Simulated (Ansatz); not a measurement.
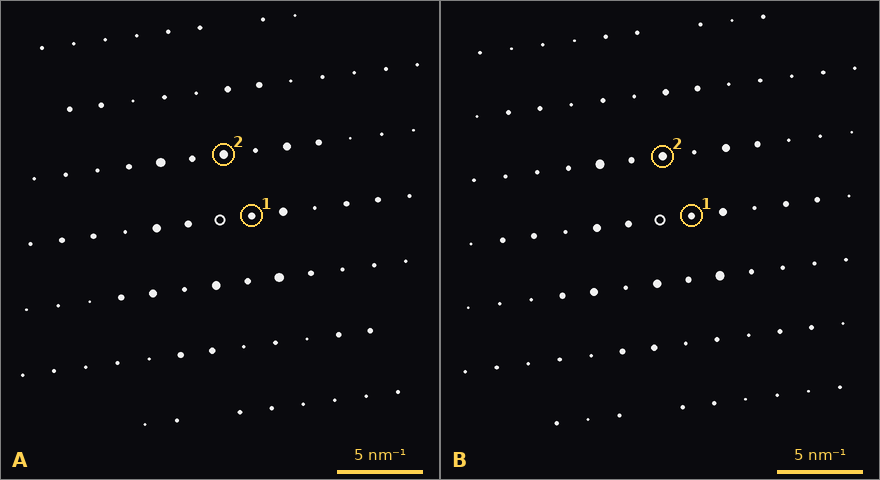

Kinematic electron diffraction patterns (120 kV, B = 0.5 Å², same scale) along [111] of the run's own cell, for the start and the end of one relaxation of NbW2S4 with Ansatz 0.2.0, DFT, PAW plane waves, pbe. k mesh 6×3×6. The start is a generated model structure, and the relaxation ends in the nearest stationary point of its symmetry, not necessarily the ground state. Spot 1 is 0 -1 1 and spot 2 is 1 -1 0 in both.

Start structure:

```
S Nb W
1.0
     0.00000    3.31156    0.00000
     6.08791    0.00000    0.00000
    -2.74081    1.65578   -5.96355
S Nb W
4 1 2
Direct
  0.36750 0.97260 0.26500
  0.63250 0.02740 0.73500
  0.89380 0.44930 0.21240
  0.10620 0.55070 0.78760
  0.00000 0.00000 0.00000
  0.25610 0.69040 0.48780
  0.74390 0.30960 0.51220
```

Q: Which pattern belongs to the start structure, and which to the relaxed one?

A: B is the start: its cell gives d(1) = 5.309 Å, d(2) = 2.639 Å and an angle of 80.1°. A is the relaxed structure, with d(1) = 5.288 Å (-0.4 %), d(2) = 2.569 Å (-2.7 %) and 79.3°.

Q: Name reflections whose intensity changes strongly on relaxation.

A: 2 3 -5 goes from 4.7 to 8.7 % of the strongest spot.

Q: Summarise the relaxation behind the change.

A: The volume changed by -2.7 % to 16.71 Å³ an atom; with the mean shift removed, the atoms moved by up to 0.13 Å relative to the cell (S most); the space group stayed C2/m (No. 12); the free energy fell by 63 meV an atom. Relaxed cell: a = 3.152 Å, b = 6.029 Å, c = 6.886 Å, α = 112.71°, β = 76.77°, γ = 90.00°.
